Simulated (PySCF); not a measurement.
Input

```
{"job": {"kind": "nmr", "xc": "PBE0", "basis": "pcSseg-1"}, "charge": 0, "multiplicity": 1}
F     -0.252075     1.505182     0.850014
C     -0.531984     0.565141    -0.112519
C      0.354033    -0.650596     0.049158
Si     2.209720    -0.185700    -0.012580
C     -2.019225     0.208916     0.017187
F     -2.378413    -0.644743    -0.955805
F     -2.312769    -0.381253     1.177927
F     -2.815574     1.276301    -0.096746
H     -0.394722     1.057589    -1.083958
H      0.103152    -1.359564    -0.738960
H      0.119452    -1.126008     1.002283
H      2.950953    -1.439418     0.102955
H      2.510964     0.722962     1.087134
H      2.455810     0.450719    -1.308257
```

Run with:

```sh
OMP_NUM_THREADS=1 python probes_run.py task.json out
```

Geometry: GFN2-xTB.

All numbers below come from PySCF 2.14.0, PBE0/pcSseg-1, SCF density, gas phase, non-relativistic.

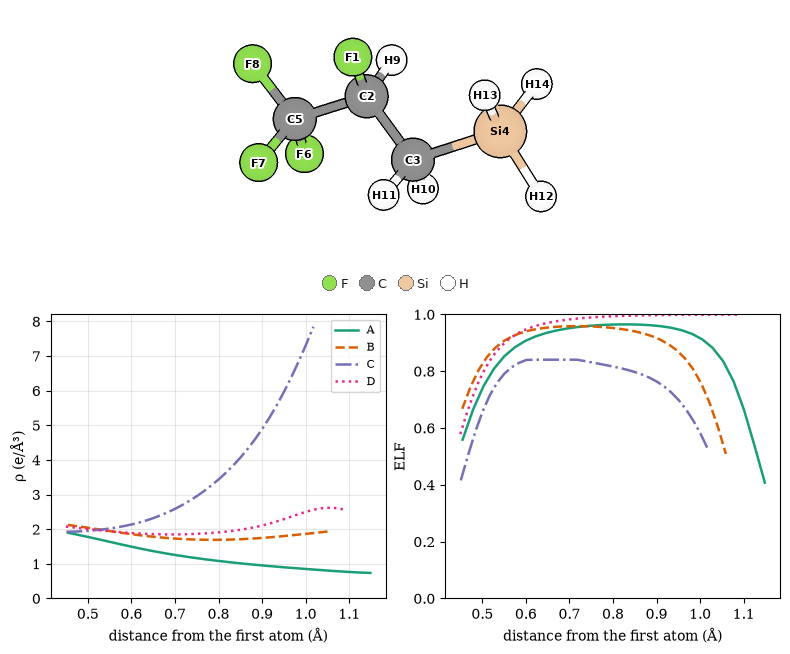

C₃H₆F₄Si. Electron density and ELF along straight lines between neighbouring atoms. The curves leave out the atomic cores. The structure is drawn too.

Which curve belongs to which contact (C–C, C–F, C–H and C–Si)? The first atom named is at distance zero.

Answer. Curve A: C–Si (1.91 Å): ρ is about 0.89 e/Å³ halfway; the ELF peaks at about 0.95 between the atoms: a covalent bond. Curve B: C–C (1.51 Å): the density is about 1.7 e/Å³ at the midpoint; the ELF peaks at about 0.95 between the atoms: localised, covalent bonding. Curve C: C–F (1.33 Å): ρ at the midpoint is about 2.4 e/Å³; the ELF peaks at about 0.85 between the atoms (a shared but strongly polarised pair). Curve D: C–H (1.09 Å): the density is about 1.9 e/Å³ at the midpoint; the ELF climbs to about 1 towards the hydrogen, as it does in any bond to H (an ordinary covalent bond to hydrogen).
